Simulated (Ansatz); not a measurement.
**Fields on a plane of MgB2 (AlB2 type, space group P6/mmm)**

```yaml
crystal:
  lattice:
    - [3.07432, 0.00000, 0.00000]
    - [-1.53716, 2.66244, 0.00000]
    - [0.00000, 0.00000, 3.52754]
  atoms:
    - { symbol: Mg, position: [0.00000, 0.00000, 0.00000] }
    - { symbol: B, position: [0.33333, 0.66667, 0.50000] }
    - { symbol: B, position: [0.66667, 0.33333, 0.50000] }
```

The slice is a (-1 1 0 2) plane (indices of the conventional cell) through the point (0.333, 0.667, 0.500) (fractional), spanned by u = [110] and v = [1 -1 1] in vectors of this cell: u (3.07 Å) and v (6.39 Å, at 90° to u). It covers one period; positions are fractions (u, v).

Atoms on it: B at (0.00, 0.00). Other atoms lie within 1 Å of the plane.

These are PBE (plane waves to 420 eV, PAW, scalar-relativistic; Ansatz, a program for electronic structure) values and carry that method's errors. k mesh 17×17×13. Inside the PAW spheres the values are not all-electron values, and peaks at nuclei hang on which shells count as valence. MgB2 was relaxed with its symmetry unable to fall.

```
v \ u  0.00  0.20  0.40  0.60  0.80
-----  ----  ----  ----  ----  ----
0.90   0.53  0.87  0.61  0.61  0.87
0.80   0.36  0.58  0.59  0.59  0.58
0.70   0.15  0.05  0.57  0.57  0.05
0.60   0.43  0.08  0.29  0.29  0.08
0.50   0.04  0.06  0.21  0.21  0.06
0.40   0.33  0.35  0.29  0.29  0.35
0.30   0.55  0.51  0.11  0.11  0.51
0.20   0.78  0.58  0.08  0.08  0.58
0.10   0.74  0.62  0.22  0.22  0.62
0.00      x  0.70  0.67  0.67  0.70
```

Values: electron localisation function (ELF). Points within 0.4 Å of a nucleus are blanked (x), as the pseudised field means little there.

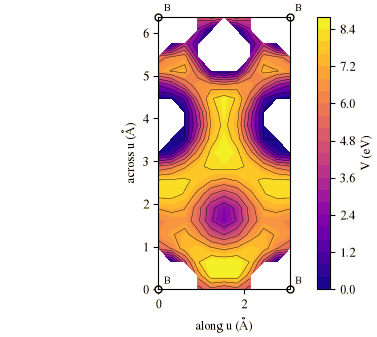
*Electrostatic potential energy of an electron, from the cell's mean, in eV, one period of the plane, atoms marked. Points within 0.7 Å of a nucleus are left white, as the pseudised field means little there. Values under 0 eV are set to 0. The zero, the cell's mean, hangs on the PAW cores.*
